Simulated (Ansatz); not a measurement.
A series of calculations on ZrN4H9F

**1. Relaxation**

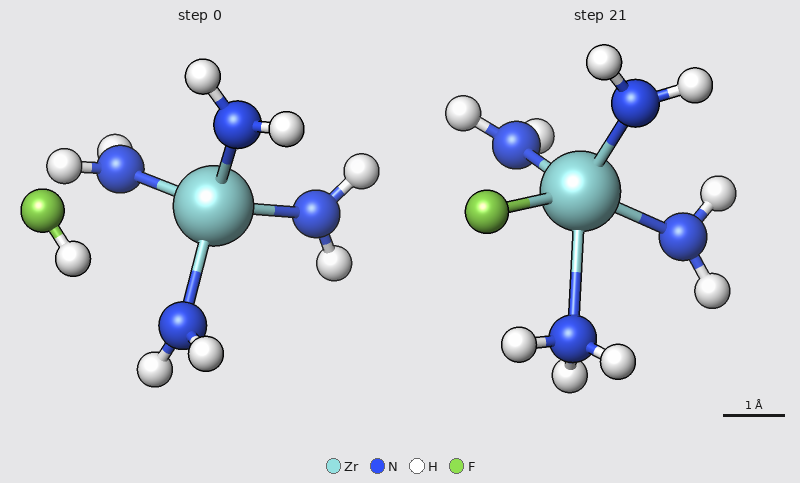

The structure of ZrN$_{4}$H$_{9}$F before (left) and after (right) a relaxation, at one scale.

A ball-and-stick model, seen at a tilt.

The run prepares an end point of a later path (reaction) calculation, from a guessed geometry.

Method: Ansatz, RKS PBE/def2-SVP. Set-up: no spin polarisation; force threshold 0.03 eV/Å; at most 50 steps.

### Describe what moved and what it gained.

An H atom moves most after the best rigid fit: 1.62 Å. By element the largest moves are H 1.62 Å, N 0.84 Å, F 0.73 Å, Zr 0.67 Å. Some distances before and after: F–H 0.942 → 2.271 Å, H–N 2.244 → 1.030 Å, F–Zr 3.178 → 1.982 Å, N–Zr 2.179 → 2.474 Å. New bonds form, among them: F–Zr (3.18 → 1.98 Å), H–N (2.24 → 1.03 Å). Bonds break, among them: F–H (0.94 → 2.27 Å). Among the angles between lasting bonds that change: N–Zr–N 109.3° → 76.5°, N–Zr–N 112.4° → 128.1°, Zr–N–H 126.1° → 139.4°. Groups turn about N–Zr by about 35°. Over 19 accepted moves (21 points after the start) the energy falls by 152.8 kJ/mol. Largest force component: 0.98 eV/Å at the start, 0.03 eV/Å at the end. The line search rejected the trial steps at points 10, 18 of the run.

Limits of the set-up: the start holds two separate molecules, 2.2 Å apart at their closest, whose relative position is a soft coordinate and is computed without a dispersion correction.

**2. Relaxation**

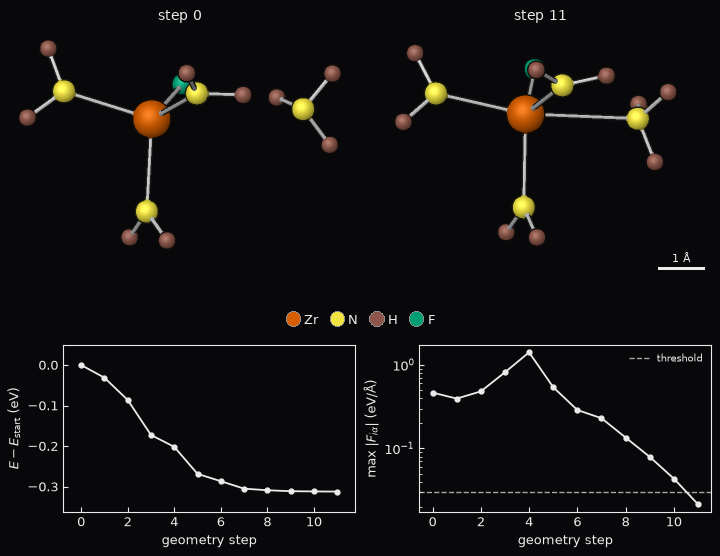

First and last geometry of a relaxation of ZrN$_{4}$H$_{9}$F, with the history of the run. A ball-and-stick model, seen at a tilt.

The run prepares an end point of a later path (reaction) calculation, from a guessed geometry.

Computed with Ansatz, RKS PBE/def2-SVP. Set-up: no spin polarisation; force threshold 0.03 eV/Å; at most 50 steps.

Read the history and describe the run.

It converged. After 11 geometry steps the energy has fallen by 0.312 eV. Largest force component: 0.47 eV/Å at the start, 0.021 eV/Å at the end. The largest move after the best rigid fit is that of an H atom, 0.89 Å. By element the largest moves are H 0.89 Å, N 0.60 Å, F 0.39 Å, Zr 0.34 Å. Some distances before and after: H–Zr 4.074 → 3.102 Å, H–Zr 4.143 → 3.189 Å, N–Zr 3.405 → 2.550 Å, H–Zr 3.143 → 2.948 Å. New bonds form, among them: N–Zr (3.41 → 2.55 Å). Among the angles between lasting bonds that change: Zr–N–H 111.9° → 128.7°, Zr–N–H 137.4° → 122.8°, N–Zr–F 108.0° → 98.0°.

| step | E − E(0), eV | largest force component, eV/Å |
| --- | --- | --- |
| 0 | 0.0000 | 0.4658 |
| 1 | -0.0313 | 0.3947 |
| 2 | -0.0862 | 0.4811 |
| 3 | -0.1725 | 0.8144 |
| 4 | -0.2018 | 1.4116 |
| 5 | -0.2685 | 0.5405 |
| 6 | -0.2866 | 0.2883 |
| 7 | -0.3050 | 0.2299 |
| 8 | -0.3090 | 0.1352 |
| 9 | -0.3113 | 0.0793 |
| 10 | -0.3119 | 0.0435 |
| 11 | -0.3122 | 0.0215 |

**3. Path**

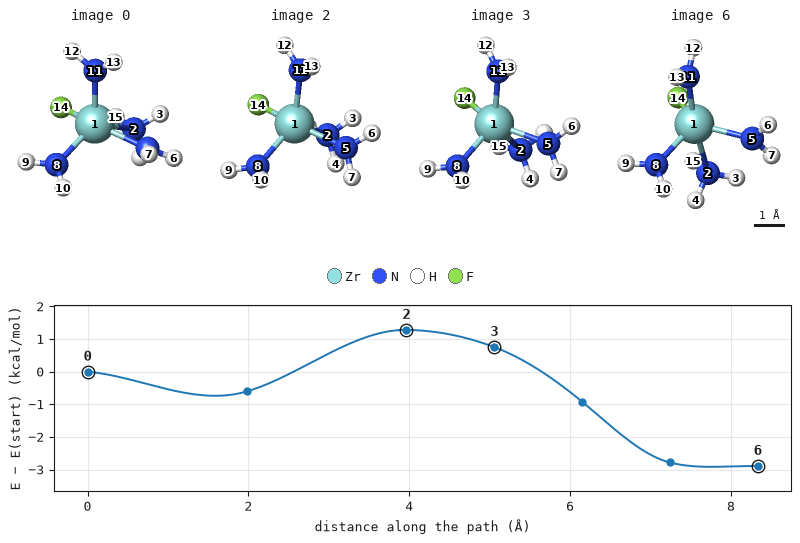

NEB run on ZrN4H9F. Images are numbered from 0 (start) to 6 (end). The picture is a ball-and-stick view, seen from a free direction.

All numbers below come from RKS PBE/def2-SVP (Ansatz). Run with 5 movable images; climbing image; force threshold 0.03 eV/Å; iteration limit 60; starting path through a guess of the saddle point.

**Describe the mechanism and the energy profile.**

No bond forms or breaks between the ends. Bond angles that change up to the highest image, for instance: Zr1–N5–H6 139.4° → 126.9°, Zr1–N5–H7 114.6° → 126.0°. Relative to the start the highest point is image 2 at +1.28 kcal/mol and the end lies at −2.89 kcal/mol, but the profile dips to −0.60 kcal/mol at image 1 on the way, so there is an intermediate minimum on the way. The band converged in 34 iterations. The largest component of the band force went from 51 to 0.024 eV/Å. The climbing image converged on the top of the path. Its vibrational analysis gives one imaginary mode (39i cm⁻¹), as a transition state must have.
